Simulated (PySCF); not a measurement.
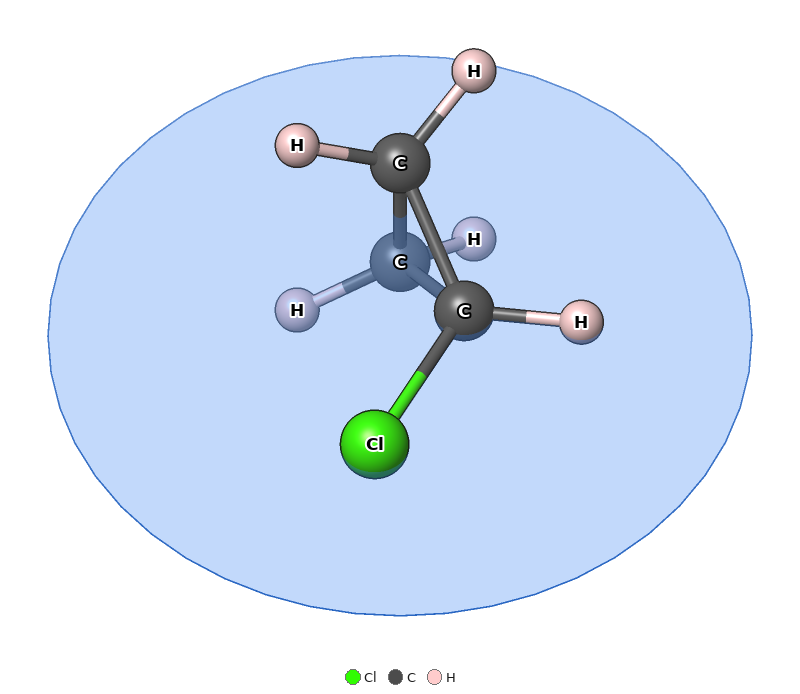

All proper rotation axes (lines) and mirror planes (discs) of the structure are drawn in. Atoms fade into the background with distance from the viewer. The computed structure is the end point of a PBE0-D3(BJ)/def2-SVP optimisation. No frequency run is at hand to confirm it as a minimum.

Q: Name the symmetry elements and the point group.

A: It has 1 mirror plane. Point group Cs. The group has 2 operations. The geometry is achiral, and symmetry allows a dipole moment.
